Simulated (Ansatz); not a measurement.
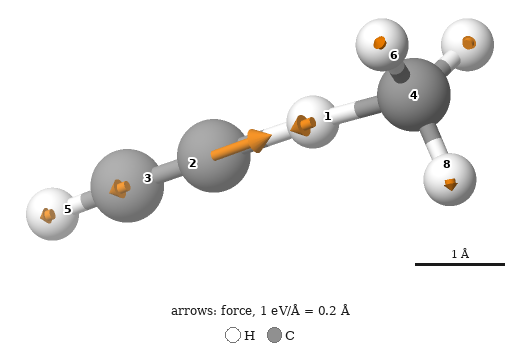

Starting geometry of C$_{3}$H$_{5}$ (multiplicity 2) with the computed forces as orange arrows. A ball-and-stick model, seen from a free direction.

The reaction that was planned forms H1–C4 and breaks H1–C2 (atoms numbered from 1 in input order).

These are results of UKS PBE0-D4/def2-SVP in Ansatz 0.2.0, not measurements. Settings: held fixed: the distance between atoms 1 (H) and 4 (C), the distance between atoms 1 (H) and 2 (C), counting from 1; force threshold 0.08 eV/Å; at most 120 steps.

Is this structure relaxed? If not, where do the atoms go?

Answer. It isn't relaxed: the largest force vector, on a C atom, is 4.11 eV/Å. The final displacements have little in common with the starting forces (cosine between the two patterns 0.26). The atom that moves furthest after the best rigid fit is an H atom (0.051 Å). Largest moves by element: H 0.051 Å, C 0.028 Å. Some distances before and after: C–H 1.055 → 1.076 Å, C–C 1.194 → 1.214 Å, C–H 1.078 → 1.094 Å. Among the angles between lasting bonds that change: H–C–H 104.6° → 101.6°, H–C–H 104.3° → 101.5°. The energy falls by 1.40 kcal/mol in 2 geometry steps. Largest force component: 0.88 eV/Å at the start, 0.042 eV/Å at the end.
